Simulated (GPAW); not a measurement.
# Si/W(110) in an electric field, part 2 of 2

How does Si/W(110) screen a perpendicular field?

GPAW 26.7.0; GPAW, PAW setups; slab in vacuum, relaxation (the session's first sound run).

So far, dipole along the normal (e·Å): step 2 (relaxing the atoms) -0.0121; step 3 (plane waves, PBE) -0.0120; step 4 (field on) -0.108.

## 5. Field on

Contents of run.py:

```python
import json
import numpy as np
from ase import Atoms
from gpaw import GPAW, PW
from gpaw.external import ConstantElectricField

slab = Atoms(
    ['W', 'W', 'W', 'W', 'Si'],
    positions=[
        [0.00000, 0.00000, 9.00000],
        [2.23446, -0.00000, 11.23446],
        [0.00000, 0.00000, 13.49245],
        [2.23446, -0.00000, 15.73923],
        [0.00000, -0.00000, 17.85381]],
    cell=[[2.23446, -1.58, 0.0], [2.23446, 1.58, 0.0], [0.0, 0.0, 27.09511]],
    pbc=[True, True, False])

slab.calc = GPAW(mode=PW(400), xc='PBE', kpts={'size': (12, 12, 1), 'gamma': True},
                 occupations={'name': 'fermi-dirac', 'width': 0.1}, nbands='200%',
                 convergence={'density': 1e-05}, maxiter=200,
                 poissonsolver={'dipolelayer': 'xy'},
                 external=ConstantElectricField(-0.1, [0, 0, 1]),
                 symmetry={'tolerance': 1e-3}, txt='slab.txt')
result = {}
energy = slab.get_potential_energy()
fermi = slab.calc.get_fermi_level()
v = slab.calc.get_electrostatic_potential().mean((0, 1)) - fermi
n = slab.calc.get_pseudo_density().mean((0, 1))
L = slab.cell[2, 2]
z = np.arange(len(v)) * L / len(v)
low, high = slab.positions[:, 2].min(), slab.positions[:, 2].max()
below, above = np.interp([low - 6.8, high + 6.8], z, v)
slopes = [np.interp(x, z, np.gradient(v, z)) for x in (low - 6.8, high + 6.8)]
eps = np.array([[slab.calc.get_eigenvalues(k, s) for k in range(len(slab.calc.get_ibz_k_points()))]
                for s in range(slab.calc.get_number_of_spins())]) - fermi
top, bottom = eps[eps < 0].max(), eps[eps > 0].min()
dipole = slab.get_dipole_moment()[2]
print(f'energy {energy:.4f} eV, Fermi level {fermi:.4f} eV, dipole {dipole:.5f} e A')
print(f'potential 6.8 A off the faces, from the Fermi level: lower {below:.4f} eV, upper {above:.4f} eV')
print(f'slope of the potential there: lower {slopes[0]:.5f}, upper {slopes[1]:.5f} eV/A')
print(f'nearest levels on the mesh: {top:.4f} and {bottom:.4f} eV')
print('magnetic moment', round(slab.get_magnetic_moment(), 3))
result.update(energy=energy, fermi=fermi, dipole=dipole, below=below, above=above, slopes=slopes, edges=[top, bottom],
              z=z.tolist(), v=v.tolist(), n=n.tolist(), positions=slab.positions.tolist(),
              forces=slab.get_forces(apply_constraint=False).tolist(), moments=slab.get_magnetic_moments().tolist())
json.dump(result, open('result.json', 'w'))
```

Launch:

```sh
$ OMP_NUM_THREADS=1 OPENBLAS_NUM_THREADS=1 python run.py
```

What it wrote:

```text
energy -49.5631 eV, Fermi level 2.6038 eV, dipole -0.05985 e A
potential 6.8 A off the faces, from the Fermi level: lower 4.2574 eV, upper 5.7915 eV
slope of the potential there: lower -0.00007, upper -0.00003 eV/A
nearest levels on the mesh: -0.0003 and 0.0300 eV
magnetic moment 0.0
```

Wall time 8.3 min (1 thread of Arm Neoverse V1, shared host); peak memory 0.52 GiB.

This step gave:

| Quantity | Value |
| --- | --- |
| dipole along the normal | -0.05985 e·Å |
| levels nearest the Fermi level on the mesh | -2.64e-4, 0.03002 eV from the Fermi level |
| potential below the slab, the applied field's own ramp left out | 4.257 eV from the Fermi level |
| potential above the slab, the applied field's own ramp left out | 5.791 eV from the Fermi level |

The electrostatic potential energy of an electron (without an applied field's), less the Fermi level, planar mean oscillates, so the rows of the table below give means over windows of 2.28 Å about each position, cut where the curve ends. Its maxima inside the range that stand out by 2 % of the span (Å: eV): 10.1: -3.13, 12.4: -2.76, 14.6: -2.55, 16.9: -2.27. Its minima: 9.0: -29.8, 11.3: -30.0, 13.4: -29.6, 15.7: -29.5, 17.9: -18.0.

The electrostatic potential energy of an electron (without an applied field's), less the Fermi level, planar mean by z; means over each step:

```
z (Å)  electrostatic potential energy of an electron (without an applied field's), less the Fermi level, planar mean (eV)
 1.14                                                                                                                4.32
 3.42                                                                                                                4.26
 5.70                                                                                                                4.19
 7.98                                                                                                               -7.47
10.26                                                                                                               -15.2
12.54                                                                                                               -14.8
14.82                                                                                                               -14.6
17.10                                                                                                               -10.9
19.38                                                                                                                2.68
21.66                                                                                                                5.79
23.94                                                                                                                5.79
26.22                                                                                                                5.75
```

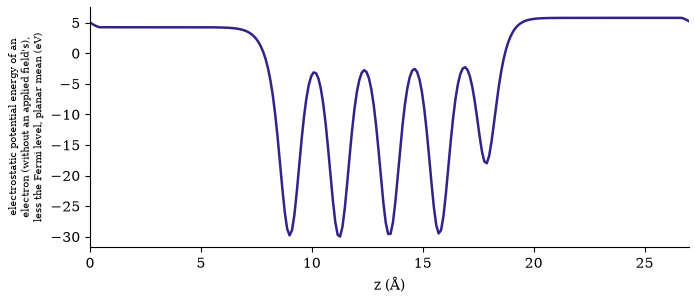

Electrostatic potential energy of an electron (without an applied field's), less the Fermi level, planar mean against z.

Force by atom:

```
atom  x (eV/Å)  y (eV/Å)  z (eV/Å)   size
  W1     0.000     0.000     0.339  0.339
  W2     0.000     0.000    -0.342  0.342
  W3     0.000     0.000    -0.021  0.021
  W4     0.000     0.000     0.035  0.035
 Si5     0.000     0.000    -0.011  0.011
```

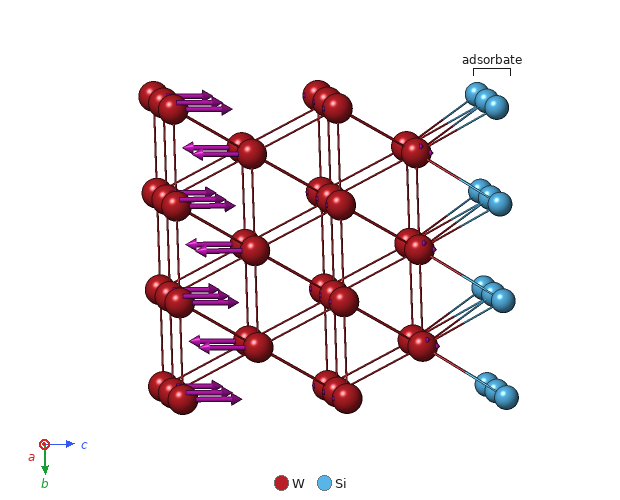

Force as arrows, the longest 0.342 eV/Å. 2×3×1 cells are drawn. Some periodic images of atoms are drawn too.

The dipole is now -0.0599 e Å, against -0.012 in the run without a field.

## 6. In a field

Changes to run.py since step 5:

```diff
@@ -21,3 +21,3 @@
                  poissonsolver={'dipolelayer': 'xy'},
-                 external=ConstantElectricField(-0.1, [0, 0, 1]),
+                 external=ConstantElectricField(-0.05, [0, 0, 1]),
                  symmetry={'tolerance': 1e-3}, txt='slab.txt')
```

What it wrote:

```text
energy -49.5607 eV, Fermi level 2.5928 eV, dipole -0.03594 e A
potential 6.8 A off the faces, from the Fermi level: lower 4.5832 eV, upper 5.5044 eV
slope of the potential there: lower -0.00007, upper -0.00003 eV/A
nearest levels on the mesh: -0.0060 and 0.0009 eV
magnetic moment 0.0
```

Run time: 7.6 min. Hardware: 1 thread; peak memory 0.52 GiB.

The electrostatic potential energy of an electron (without an applied field's), less the Fermi level, planar mean oscillates, so the rows of the table below give means over windows of 2.28 Å about each position, cut where the curve ends. Its maxima inside the range that stand out by 2 % of the span (Å: eV): 10.1: -2.95, 12.4: -2.70, 14.6: -2.61, 16.9: -2.44. Its minima: 9.0: -29.6, 11.3: -29.9, 13.4: -29.5, 15.7: -29.6, 17.9: -18.2.

Table of electrostatic potential energy of an electron (without an applied field's), less the Fermi level, planar mean by z; means over each step:

```
z (Å)  electrostatic potential energy of an electron (without an applied field's), less the Fermi level, planar mean (eV)
 1.14                                                                                                                4.62
 3.42                                                                                                                4.58
 5.70                                                                                                                4.51
 7.98                                                                                                               -7.19
10.26                                                                                                               -15.1
12.54                                                                                                               -14.7
14.82                                                                                                               -14.7
17.10                                                                                                               -11.1
19.38                                                                                                                2.41
21.66                                                                                                                5.50
23.94                                                                                                                5.50
26.22                                                                                                                5.48
```

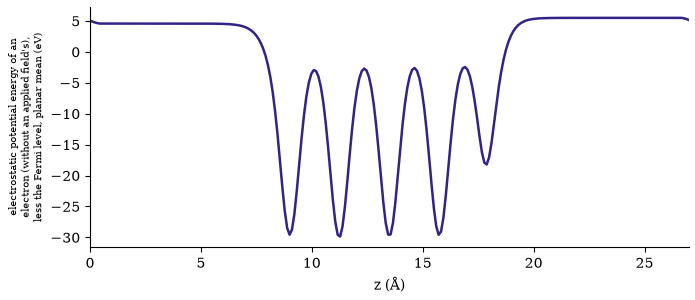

Electrostatic potential energy of an electron (without an applied field's), less the Fermi level, planar mean against z.

## 7. In a field

Changes to run.py since step 6:

```diff
@@ -21,3 +21,3 @@
                  poissonsolver={'dipolelayer': 'xy'},
-                 external=ConstantElectricField(-0.05, [0, 0, 1]),
+                 external=ConstantElectricField(0.05, [0, 0, 1]),
                  symmetry={'tolerance': 1e-3}, txt='slab.txt')
```

What it wrote:

```text
energy -49.5596 eV, Fermi level 2.5702 eV, dipole 0.01193 e A
potential 6.8 A off the faces, from the Fermi level: lower 5.2363 eV, upper 4.9309 eV
slope of the potential there: lower -0.00008, upper -0.00003 eV/A
nearest levels on the mesh: -0.0046 and 0.0031 eV
magnetic moment 0.0
```

Elapsed: 8.5 min, on 1 thread; peak memory 0.52 GiB.

## 8. Field on

Changes to run.py since step 7:

```diff
@@ -21,3 +21,3 @@
                  poissonsolver={'dipolelayer': 'xy'},
-                 external=ConstantElectricField(0.05, [0, 0, 1]),
+                 external=ConstantElectricField(0.1, [0, 0, 1]),
                  symmetry={'tolerance': 1e-3}, txt='slab.txt')
```

What it wrote:

```text
energy -49.5608 eV, Fermi level 2.5587 eV, dipole 0.03588 e A
potential 6.8 A off the faces, from the Fermi level: lower 5.5637 eV, upper 4.6445 eV
slope of the potential there: lower -0.00008, upper -0.00003 eV/A
nearest levels on the mesh: -0.0040 and 0.0042 eV
magnetic moment 0.0
```

Run time: 7.4 min. Hardware: 1 thread; peak memory 0.52 GiB.

The electrostatic potential energy of an electron (without an applied field's), less the Fermi level, planar mean oscillates, so the rows of the table below give means over windows of 2.28 Å about each position, cut where the curve ends. Its maxima inside the range that stand out by 2 % of the span (Å: eV): 10.1: -2.43, 12.4: -2.52, 14.6: -2.77, 16.9: -2.94. Its minima: 9.0: -28.9, 11.3: -29.5, 13.4: -29.5, 15.7: -29.9, 17.9: -18.8.

Electrostatic potential energy of an electron (without an applied field's), less the Fermi level, planar mean against z; means over each step:

```
z (Å)  electrostatic potential energy of an electron (without an applied field's), less the Fermi level, planar mean (eV)
 1.14                                                                                                                5.53
 3.42                                                                                                                5.56
 5.70                                                                                                                5.49
 7.98                                                                                                               -6.37
10.26                                                                                                               -14.6
12.54                                                                                                               -14.6
14.82                                                                                                               -14.9
17.10                                                                                                               -11.6
19.38                                                                                                                1.60
21.66                                                                                                                4.64
23.94                                                                                                                4.64
26.22                                                                                                                4.67
```

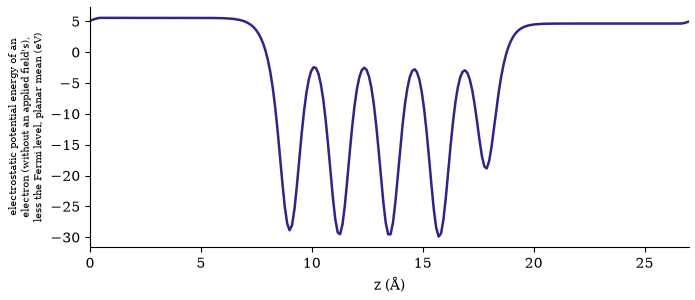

Electrostatic potential energy of an electron (without an applied field's), less the Fermi level, planar mean against z.

The dipole is now 0.0359 e Å, against -0.012 in the run without a field.

## 9. Field on

Changes to run.py since step 8:

```diff
@@ -21,3 +21,3 @@
                  poissonsolver={'dipolelayer': 'xy'},
-                 external=ConstantElectricField(0.1, [0, 0, 1]),
+                 external=ConstantElectricField(0.2, [0, 0, 1]),
                  symmetry={'tolerance': 1e-3}, txt='slab.txt')
```

What it wrote:

```text
energy -49.5669 eV, Fermi level 2.5348 eV, dipole 0.08380 e A
potential 6.8 A off the faces, from the Fermi level: lower 6.2204 eV, upper 4.0731 eV
slope of the potential there: lower -0.00009, upper -0.00003 eV/A
nearest levels on the mesh: -0.0026 and 0.0063 eV
magnetic moment 0.0
```

Run time: 8.7 min. Hardware: 1 thread; peak memory 0.52 GiB.

The electrostatic potential energy of an electron (without an applied field's), less the Fermi level, planar mean oscillates, so the rows of the table below give means over windows of 2.28 Å about each position, cut where the curve ends. Its maxima inside the range that stand out by 2 % of the span (Å: eV): 0.5: 6.22, 10.1: -2.09, 12.4: -2.40, 14.6: -2.87, 16.9: -3.27. Its minima: 9.0: -28.4, 11.3: -29.3, 13.5: -29.5, 15.7: -30.1, 17.9: -19.3.

Table of electrostatic potential energy of an electron (without an applied field's), less the Fermi level, planar mean by z; means over each step:

```
z (Å)  electrostatic potential energy of an electron (without an applied field's), less the Fermi level, planar mean (eV)
 1.14                                                                                                                6.13
 3.42                                                                                                                6.22
 5.70                                                                                                                6.14
 7.98                                                                                                               -5.81
10.26                                                                                                               -14.2
12.54                                                                                                               -14.5
14.82                                                                                                               -15.0
17.10                                                                                                               -12.0
19.38                                                                                                                1.06
21.66                                                                                                                4.07
23.94                                                                                                                4.07
26.22                                                                                                                4.13
```

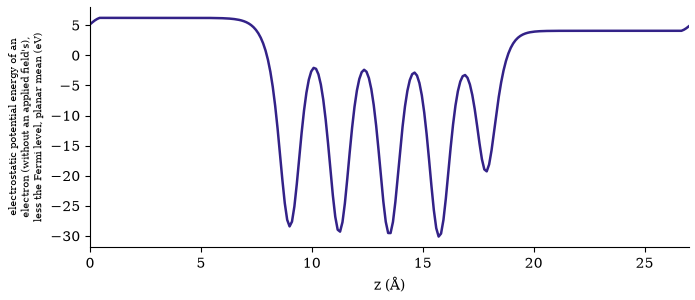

Electrostatic potential energy of an electron (without an applied field's), less the Fermi level, planar mean, plotted against z.

The dipole is now 0.0838 e Å, against -0.012 in the run without a field.

## 10. In a field

Changes to run.py since step 9:

```diff
@@ -21,3 +21,3 @@
                  poissonsolver={'dipolelayer': 'xy'},
-                 external=ConstantElectricField(0.2, [0, 0, 1]),
+                 external=ConstantElectricField(0.3, [0, 0, 1]),
                  symmetry={'tolerance': 1e-3}, txt='slab.txt')
```

What it wrote:

```text
energy -49.5777 eV, Fermi level 2.5100 eV, dipole 0.13176 e A
potential 6.8 A off the faces, from the Fermi level: lower 6.8793 eV, upper 3.5028 eV
slope of the potential there: lower -0.00009, upper -0.00003 eV/A
nearest levels on the mesh: -0.0013 and 0.0085 eV
magnetic moment 0.0
```

The job ended after 9.7 min (1 thread; peak memory 0.52 GiB).

The dipole is now 0.132 e Å, against -0.012 in the run without a field.

## 11. The series

The members are put on one axis.

This step: induced dipole against applied field (GPAW 26.7.0).

Dipole along the normal against field:

```
field (V/Å)  dipole along the normal (e·Å)
     -0.200                         -0.108
     -0.100                        -0.0599
     -0.050                        -0.0359
      0.000                        -0.0120
      0.050                         0.0119
      0.100                         0.0359
      0.200                         0.0838
      0.300                          0.132
```

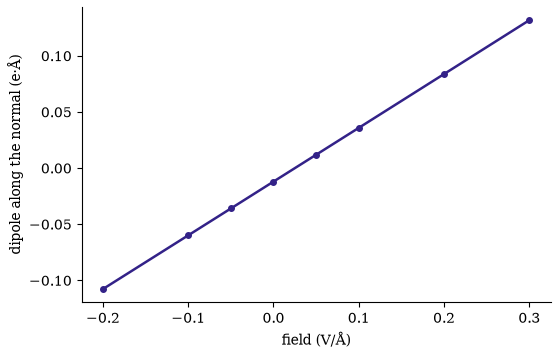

Dipole along the normal against field.

## 12. Summary of results

```json
{
  "work function, upper and lower face": "5.217 and 4.910 eV",
  "dipole along the normal": "-0.0120 e Å",
  "induced dipole per field": "0.479 e Å per V/Å",
  "out-of-plane polarisability per area, α/(ε0 A)": "12.3 Å"
}
```

What this shows: The field induces 0.479 e Å per V/Å, a polarisable thickness α/(ε0 A) of 12.3 Å beside 8.85 Å between the outermost nuclei. A perfect conductor would give the distance between its two image planes; a dielectric of thickness t gives t(1 - 1/ε). The two faces differ by 0.31 eV, the step that the slab's dipole makes (e p/(ε0 A) gives 0.31 eV), so the dipole layer is needed. The induced dipole is linear in the field over this range. The cell of 7.06 Å² holds one Si, started on one chosen site; other sites and coverages weren't tried. The in-plane lattice was kept as typed, which isn't the functional's own and leaves some strain; spin-orbit coupling and temperature are left out.

[Logs are printed without paths, hosts, clocks, repeated set-up lines and the standing remarks that a program may print on its own settings, such as how far it seeks lower states.]

[Hosts, paths, dates, database ids (printed as entryN), source tags and the programs' standing remarks are cut or masked in the printed files.]
